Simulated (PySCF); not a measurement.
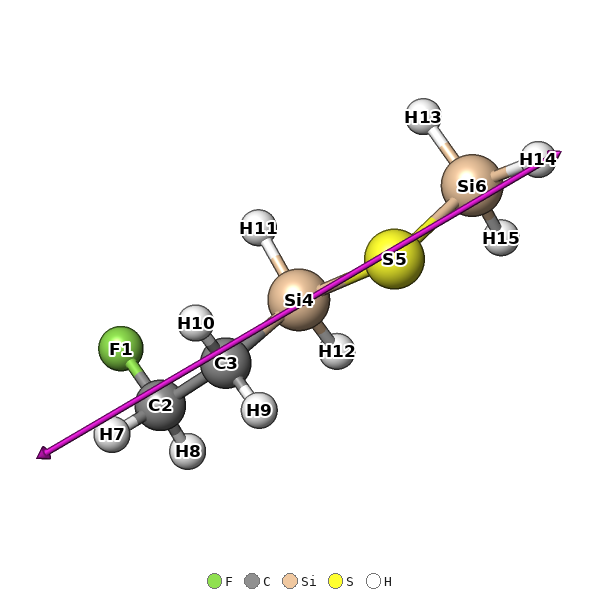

The double arrow shows the direction of the transition dipole to excited singlet state 5 (its length means nothing). The computed structure is the end point of a GFN2-xTB optimisation. No frequency run is at hand to confirm it as a minimum. Level of theory: TDDFT PBE0/def2-SVPD, vertical, gas phase, core orbitals frozen in the response (PySCF 2.14.0).

> How is the transition polarised?

Close to the long direction F1···Si6.

> Where does the transition lie, and how strong is it?

7.10 eV (175 nm), oscillator strength 0.029, mainly HOMO → LUMO+5 (weight 0.82); transition dipole 1.03 D.

The geometry is semi-empirical. Around Si such bond lengths and angles can be off by a tenth of an ångström or more and by several degrees, and values that hang on the shape move with them.
